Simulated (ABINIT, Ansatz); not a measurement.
# Osmium (P6_3/mmc): phonons by linear response

Aim: the phonon dispersion of Osmium (P6_3/mmc), checked by a second program.

Method: DFT PBEsol, scalar-relativistic, plane waves, PseudoDojo norm-conserving pseudopotentials, in ABINIT 10.8.3.

## (1) Set-up

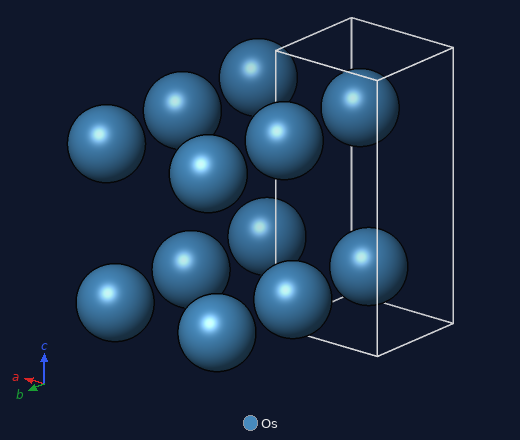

Start, viewed from a free direction; osmium blue. 2×3×1 cells are drawn.

## (2) A first look

A first run with smearing and empty bands tells whether the crystal has a gap, which decides between fixed occupations and smearing later on.

Input file probe.abi:

```
# ground state
tolvrs 1.0d-08
prtden 1
prtwf 1

# basis, mesh and filling
ecut 33.0
ngkpt 9 9 4
nshiftk 1
shiftk 0.0 0.0 0.0
istwfk *1
occopt 7
tsmear 0.005
nband 24
nstep 100
diemac 9.0
prtebands 0
prtgsr 0

# cell and atoms
acell 3*1.0 Angstrom
rprim 
    2.7341 0.0 0.0
    -1.36705 2.367800057 0.0
    0.0 0.0 4.3197
ntypat 1
znucl 76
natom 2
typat 1 1
xred 
    1/3 2/3 0.25
    2/3 1/3 0.75
pp_dirpath "./pseudo"
pseudos "Os.upf"
```

On the command line:

```
$ OMP_NUM_THREADS=1 mpirun -n 16 abinit probe.abi > probe.log
```

Numbers of over 12 decimals in the logs are rounded to 6 here.

probe.abo, the main output file:

```text
[banners, grids, parts of the stress and lines that vanish by symmetry left out]
- input  file    -> probe.abi
- output file    -> probe.abo
- root for input  files -> probei
[...]
Symmetries : space group P6_3/m m c (#194); Bravais hP (primitive hexag.)
[...]
mpw =        1743          nfft =       40500          nkpt =          36
[...]
== DATASET  1 ==================================================================
[...]
-    --> not optimal distribution: autoparal keyword recommended in input file <--
[...]
cutoff_energies: {ecut:  33.0, pawecutdg:  -1.0, }
[...]
ETOT  1  -202.23036527192    -2.022E+02 1.023E-01 4.722E+01
 ETOT  2  -202.32570658602    -9.534E-02 3.007E-02 1.441E+01
 ETOT  3  -202.32972220513    -4.016E-03 2.340E-03 1.424E-03
 ETOT  4  -202.32972406778    -1.863E-06 7.803E-04 4.572E-05
 ETOT  5  -202.32972407946    -1.168E-08 4.730E-04 1.863E-07
 ETOT  6  -202.32972407951    -4.619E-11 2.761E-04 4.071E-09
 At SCF step    6       vres2   =  4.07E-09 < tolvrs=  1.00E-08 =>converged.
[...]
sigma(1 1)=  1.26408671E-04  sigma(3 2)=  0.00000000E+00
  sigma(2 2)=  1.26408650E-04  sigma(3 1)=  0.00000000E+00
  sigma(3 3)=  1.48660614E-04  sigma(2 1)=  0.00000000E+00
[...]
convergence: {deltae: -4.619E-11, res2:  4.071E-09, residm:  2.761E-04, diffor: null, }
etotal    :  -2.02329724E+02
[...]
sigma(1 1)=  1.26408671E-04  sigma(3 2)=  0.00000000E+00
  sigma(2 2)=  1.26408650E-04  sigma(3 1)=  0.00000000E+00
  sigma(3 3)=  1.48660614E-04  sigma(2 1)=  0.00000000E+00
[...]
- sigma(1 1)=  3.71907149E+00  sigma(3 2)=  0.00000000E+00
- sigma(2 2)=  3.71907089E+00  sigma(3 1)=  0.00000000E+00
- sigma(3 3)=  4.37374627E+00  sigma(2 1)=  0.00000000E+00
[...]
fcart     -1.6676920238E-27 -2.8885273159E-27  6.7554865564E-26
           strten      1.2640867072E-04  1.2640865033E-04  1.4866061398E-04
================================================================================

[key lines of the parts left out:]
pressure_GPa:  -3.9373E+00
```

The job ended after 4.8 s (16 MPI ranks of Arm Neoverse V2, shared host).

This step gave:

* volume per atom: 13.98 Å³
* pressure: -3.937 GPa
* gap on the k-mesh: 0 eV

No gap opens on this mesh, so smearing is kept; the printed pressure holds the stress of the finite basis too.

## (3) Relaxation

The harmonic expansion needs vanishing forces, and a free crystal bears no stress, so cell and atoms are brought to rest. Stress is more sensitive to the basis than forces are: the last 3 Ha under the cutoff are smoothed with ecutsm, and the cutoff is raised above that of the later runs.

Input file relax.abi:

```
# relaxation
ionmov 2
optcell 2
dilatmx 1.08
ntime 40
tolmxf 1.0d-05
tolvrs 1.0d-14
prtwf 0
prtden 0
chksymtnons 0

# basis, mesh and filling
ecut 41.0
ecutsm 3.0
ngkpt 12 12 6
nshiftk 1
shiftk 0.0 0.0 0.0
istwfk *1
occopt 7
tsmear 0.01
nband 24
nstep 100
diemac 1000000.0
prtebands 0
prtgsr 0

# cell and atoms
acell 3*1.0 Angstrom
rprim 
    2.7341 0.0 0.0
    -1.36705 2.367800057 0.0
    0.0 0.0 4.3197
ntypat 1
znucl 76
natom 2
typat 1 1
xred 
    1/3 2/3 0.25
    2/3 1/3 0.75
pp_dirpath "./pseudo"
pseudos "Os.upf"
```

On the command line:

```
$ OMP_NUM_THREADS=1 mpirun -n 16 abinit relax.abi > relax.log
```

relax.abo, the main output file:

```text
[banners, grids, parts of the stress and lines that vanish by symmetry left out]
- input  file    -> relax.abi
- output file    -> relax.abo
- root for input  files -> relaxi
[...]
Symmetries : space group P6_3/m m c (#194); Bravais hP (primitive hexag.)
[...]
mpw =        3003          nfft =       69984          nkpt =          76
[...]
== DATASET  1 ==================================================================
[...]
cutoff_energies: {ecut:  41.0, pawecutdg:  -1.0, }
[...]
ETOT  1  -202.22550313719    -2.022E+02 1.287E-01 8.156E+01
 ETOT  2  -202.32635990122    -1.009E-01 1.590E-02 2.178E+01
 ETOT  3  -202.32991493665    -3.555E-03 4.838E-03 6.811E-03
 ETOT  4  -202.32991858448    -3.648E-06 3.318E-03 1.619E-04
 ETOT  5  -202.32991860892    -2.444E-08 3.569E-03 3.158E-06
[...]
At SCF step    9       vres2   =  2.95E-16 < tolvrs=  1.00E-14 =>converged.
[...]
sigma(1 1)=  1.15299087E-04  sigma(3 2)=  0.00000000E+00
  sigma(2 2)=  1.15299067E-04  sigma(3 1)=  0.00000000E+00
  sigma(3 3)=  8.36479909E-05  sigma(2 1)=  0.00000000E+00
[...]
convergence: {deltae: -1.705E-12, res2:  2.954E-16, residm:  1.583E-04, diffor: null, }
etotal    :  -2.02329919E+02
[...]
ETOT  1  -202.32917265023    -2.023E+02 5.385E+04 5.229E+00
[...]
At SCF step    8       vres2   =  2.88E-15 < tolvrs=  1.00E-14 =>converged.
[...]
sigma(1 1)= -2.44214622E-05  sigma(3 2)=  0.00000000E+00
  sigma(2 2)= -2.44214829E-05  sigma(3 1)=  0.00000000E+00
  sigma(3 3)= -4.60877858E-05  sigma(2 1)=  0.00000000E+00
[...]
convergence: {deltae: -2.842E-13, res2:  2.879E-15, residm:  2.114E+03, diffor: null, }
etotal    :  -2.02329988E+02
[...]
ETOT  1  -202.32995149344    -2.023E+02 3.046E-05 2.849E-01
[...]
At SCF step    8       vres2   =  2.23E-16 < tolvrs=  1.00E-14 =>converged.
[...]
sigma(1 1)=  2.52333556E-06  sigma(3 2)=  0.00000000E+00
  sigma(2 2)=  2.52331492E-06  sigma(3 1)=  0.00000000E+00
  sigma(3 3)= -5.73548788E-06  sigma(2 1)=  0.00000000E+00
[...]
convergence: {deltae: -5.684E-13, res2:  2.228E-16, residm:  7.725E-06, diffor: null, }
etotal    :  -2.02329995E+02
[...]
ETOT  1  -202.32999448244    -2.023E+02 6.037E-06 3.985E-03
[...]
At SCF step    7       vres2   =  2.01E-16 < tolvrs=  1.00E-14 =>converged.
[...]
sigma(1 1)=  1.13832109E-06  sigma(3 2)=  0.00000000E+00
  sigma(2 2)=  1.13830046E-06  sigma(3 1)=  0.00000000E+00
  sigma(3 3)= -1.17584298E-06  sigma(2 1)=  0.00000000E+00
[...]
convergence: {deltae: -1.421E-13, res2:  2.011E-16, residm:  2.155E-06, diffor: null, }
etotal    :  -2.02329995E+02
[...]
ETOT  1  -202.32999503964    -2.023E+02 1.743E-06 6.186E-04
[...]
ETOT  6  -202.32999514128    -6.253E-13 1.294E-06 3.744E-14
 ETOT  7  -202.32999514128     3.411E-13 3.384E-06 2.318E-16
 At SCF step    7       vres2   =  2.32E-16 < tolvrs=  1.00E-14 =>converged.
[...]
sigma(1 1)=  2.68253421E-08  sigma(3 2)=  0.00000000E+00
  sigma(2 2)=  2.68047047E-08  sigma(3 1)=  0.00000000E+00
  sigma(3 3)=  2.36062535E-08  sigma(2 1)=  0.00000000E+00
[...]
convergence: {deltae:  3.411E-13, res2:  2.318E-16, residm:  3.384E-06, diffor: null, }
etotal    :  -2.02329995E+02
[...]
At Broyd/MD step   5, gradients are converged :
[...]
sigma(1 1)=  2.68253421E-08  sigma(3 2)=  0.00000000E+00
  sigma(2 2)=  2.68047047E-08  sigma(3 1)=  0.00000000E+00
  sigma(3 3)=  2.36062535E-08  sigma(2 1)=  0.00000000E+00
[...]
- sigma(1 1)=  7.89228813E-04  sigma(3 2)=  0.00000000E+00
- sigma(2 2)=  7.88621639E-04  sigma(3 1)=  0.00000000E+00
- sigma(3 3)=  6.94519957E-04  sigma(2 1)=  0.00000000E+00
[...]
fcart     -1.6728071836E-27  9.6579567755E-28  5.1602933110E-31
           strten      2.6825342100E-08  2.6804704692E-08  2.3606253528E-08
================================================================================

[key lines of the parts left out:]
pressure_GPa:  -7.5746E-04
Total energy (etotal) [Ha]= -2.02329995141281E+02
```

The job ended after 56 s (16 MPI ranks).

Step by step:

| step | energy less that of the first step (eV) | largest force (eV/Å) | volume (Å³) |
| --- | --- | --- | --- |
| 1 | 0.0000 | 0.0000 | 27.96 |
| 2 | -0.0019 | 0.0000 | 27.70 |
| 3 | -0.0021 | 0.0000 | 27.76 |
| 4 | -0.0021 | 0.0000 | 27.76 |
| 5 | -0.0021 | 0.0000 | 27.76 |

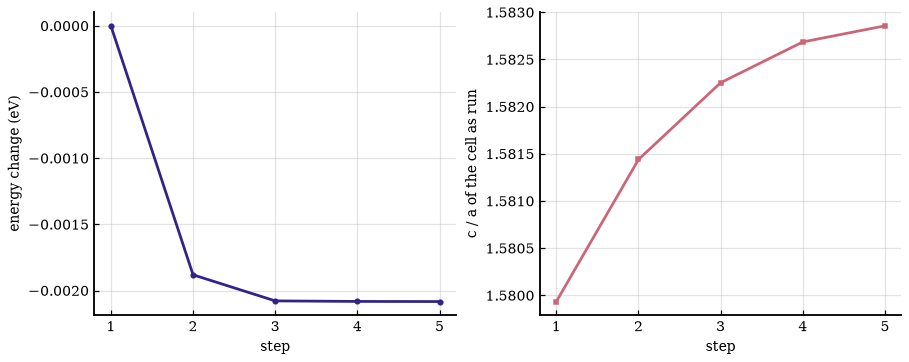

Energy and cell shape along the relaxation.

| conventional cell, symmetrised | before | after | change |
| --- | --- | --- | --- |
| a (Å) | 2.734 | 2.726 | -0.3 % |
| b (Å) | 2.734 | 2.726 | -0.3 % |
| c (Å) | 4.320 | 4.314 | -0.1 % |
| volume (Å³/atom) | 13.98 | 13.88 | -0.7 % |

The relaxed structure:

```xyz
2
Lattice="2.7257 0.0000 0.0000 -1.3629 2.3606 0.0000 0.0000 0.0000 4.3145" Properties=species:S:1:pos:R:3 pbc="T T T"
Os    0.0000    1.5737    1.0786
Os    1.3629    0.7869    3.2358
```

Numbers from this step:

```
volume per atom : 13.88 Å³
pressure        : -7.57e-4 GPa
```

The volume changes by -0.7 % in this run and stands -0.7 % from the first cell.

## (4) Self-consistent run for the response

First-order wavefunctions inherit every error of the ground state, hence the very tight tolvrs. Smearing stays on, as the first look found no gap above 0.3 eV.

Input file gs.abi:

```
# ground state
tolvrs 1.0d-16
prtden 1
prtwf 1

# basis, mesh and filling
ecut 33.0
ngkpt 12 12 6
nshiftk 1
shiftk 0.0 0.0 0.0
istwfk *1
occopt 7
tsmear 0.01
nband 24
nstep 100
diemac 1000000.0
prtebands 0
prtgsr 0

# cell and atoms
acell 3*1.0 Angstrom
rprim 
    2.725739589 0.0 0.0
    -1.362869795 2.360559729 0.0
    0.0 0.0 4.314454635
ntypat 1
znucl 76
natom 2
typat 1 1
xred 
    1/3 2/3 0.25
    2/3 1/3 0.75
pp_dirpath "./pseudo"
pseudos "Os.upf"
```

On the command line:

```
$ OMP_NUM_THREADS=1 mpirun -n 16 abinit gs.abi > gs.log
```

gs.abo, the main output file:

```text
[banners, grids, parts of the stress and lines that vanish by symmetry left out]
- input  file    -> gs.abi
- output file    -> gs.abo
- root for input  files -> gsi
[...]
Symmetries : space group P6_3/m m c (#194); Bravais hP (primitive hexag.)
[...]
mpw =        1731          nfft =       40500          nkpt =          76
[...]
== DATASET  1 ==================================================================
[...]
cutoff_energies: {ecut:  33.0, pawecutdg:  -1.0, }
[...]
ETOT  1  -202.23307229886    -2.022E+02 1.235E-01 4.610E+01
 ETOT  2  -202.32640078640    -9.333E-02 2.548E-02 1.189E+01
 ETOT  3  -202.32972679529    -3.326E-03 3.443E-03 1.996E-03
 ETOT  4  -202.32972874688    -1.952E-06 2.366E-03 7.057E-05
 ETOT  5  -202.32972876478    -1.789E-08 1.543E-03 6.764E-07
[...]
ETOT  9  -202.32972876499    -7.958E-13 4.104E-04 1.623E-16
 ETOT 10  -202.32972876499     9.379E-13 2.825E-04 3.579E-19
 At SCF step   10       vres2   =  3.58E-19 < tolvrs=  1.00E-16 =>converged.
[...]
sigma(1 1)=  2.38553976E-05  sigma(3 2)=  0.00000000E+00
  sigma(2 2)=  2.38553643E-05  sigma(3 1)=  0.00000000E+00
  sigma(3 3)=  2.42110336E-05  sigma(2 1)=  1.00937732E-11
[...]
convergence: {deltae:  9.379E-13, res2:  3.579E-19, residm:  2.825E-04, diffor: null, }
etotal    :  -2.02329729E+02
[...]
sigma(1 1)=  2.38553976E-05  sigma(3 2)=  0.00000000E+00
  sigma(2 2)=  2.38553643E-05  sigma(3 1)=  0.00000000E+00
  sigma(3 3)=  2.42110336E-05  sigma(2 1)=  1.00937732E-11
[...]
- sigma(1 1)=  7.01850029E-01  sigma(3 2)=  0.00000000E+00
- sigma(2 2)=  7.01849049E-01  sigma(3 1)=  0.00000000E+00
- sigma(3 3)=  7.12313200E-01  sigma(2 1)=  2.96969059E-07
[...]
fcart     -2.5092107738E-27 -1.1106650284E-26 -0.0000000000E+00
           strten      2.3855397612E-05  2.3855364301E-05  2.4211033568E-05
================================================================================

[key lines of the parts left out:]
pressure_GPa:  -7.0534E-01
```

It took 9.6 s on 16 MPI ranks.

This step gave:

| Property | Result |
| --- | --- |
| pressure | -0.7053 GPa |

The cell stands at -0.71 GPa: the relaxation ran with a smoothed and higher cutoff, and the difference is a stress of the finite basis.

(Part 1 of 4 ends here.)

[Host names and launcher messages were left out of these logs when they were recorded.]

[Logs are printed without paths, hosts, clocks, repeated set-up lines and the standing remarks that a program may print on its own settings, such as how far it seeks lower states.]

[Hosts, paths, dates, database ids (printed as entryN), source tags and the programs' standing remarks are cut or masked in the printed files.]
